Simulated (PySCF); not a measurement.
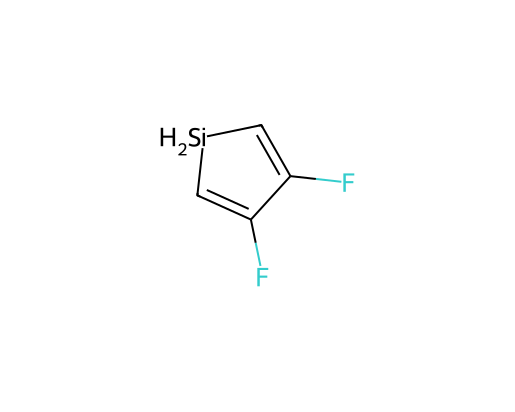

(Drawn from a calculation with PySCF.)

> Give its SMILES.

FC1=C[SiH2]C=C1F

> What is the molecular formula?

C4H4F2Si.
